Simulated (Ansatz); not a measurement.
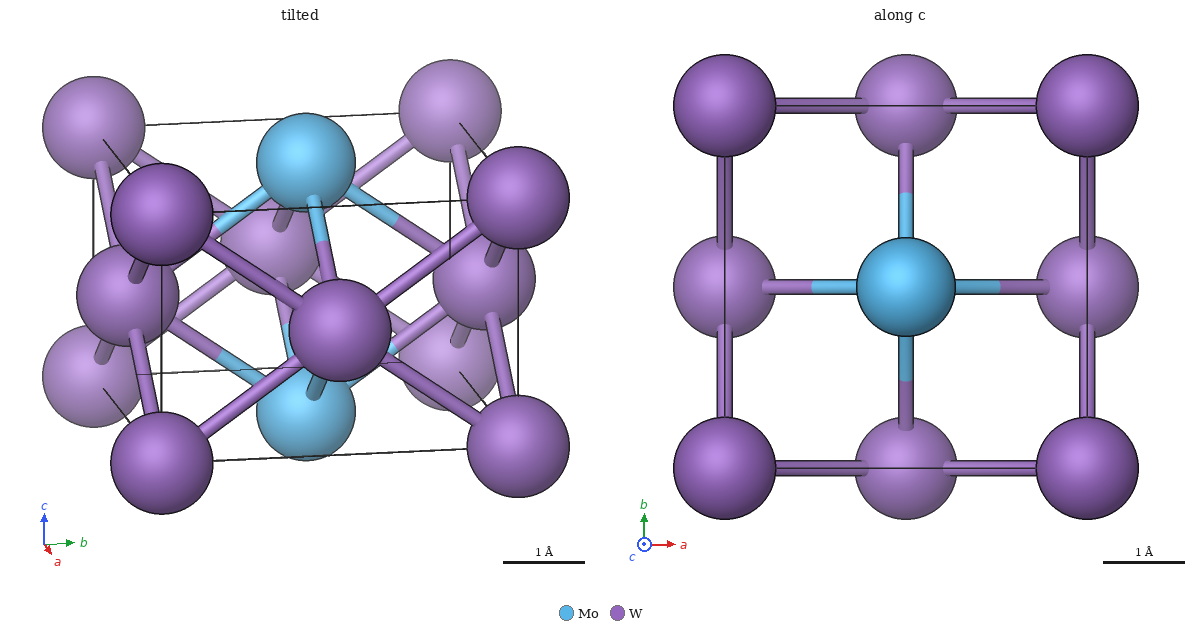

Structure drawing (ball-and-stick), viewed slightly off an axis and along the c axis. The parallelepiped is the conventional unit cell.

MoW3, space group P4/mmm (No. 123), a = 4.495 Å, b = 4.495 Å, c = 3.177 Å, α = 90.00°, β = 90.00°, γ = 90.00°. Provenance: a structure type filled with these elements by a generator (whether the compound takes this form wasn't checked). Earlier steps of the study may have refined or changed the cell and positions. It was run through Ansatz as a DFT input.

This one geometry was computed with Ansatz (DFT, plane waves, PAW) at three levels of theory: r2SCAN, PBE and PBE with spin-orbit coupling.

Which level gives the highest pressure at this volume, and what does that say about its equilibrium volume?

Answer. Highest: PBE (0.0 GPa) and PBE with spin-orbit coupling (0.2 GPa), which points to the largest equilibrium volume. Lowest, with the smallest volume: r2SCAN (-3.9 GPa). Levels within 0.5 GPa of each other can't be told apart.

How does the band gap change with the level of theory?

Answer. All levels give a metal.

Collect the results in a table.

Answer.
| level | cutoff (eV) | k-mesh of the run's cell | gap (eV) | pressure (GPa) |
| --- | --- | --- | --- | --- |
| r2SCAN | 500 | 10×10×14 | metal | -3.9 |
| PBE | 420 | 10×10×14 | metal | 0.0 |
| PBE with spin-orbit coupling | 420 | 10×10×14 | metal | 0.2 |

Gaps are taken on the k-mesh or band path of each run.
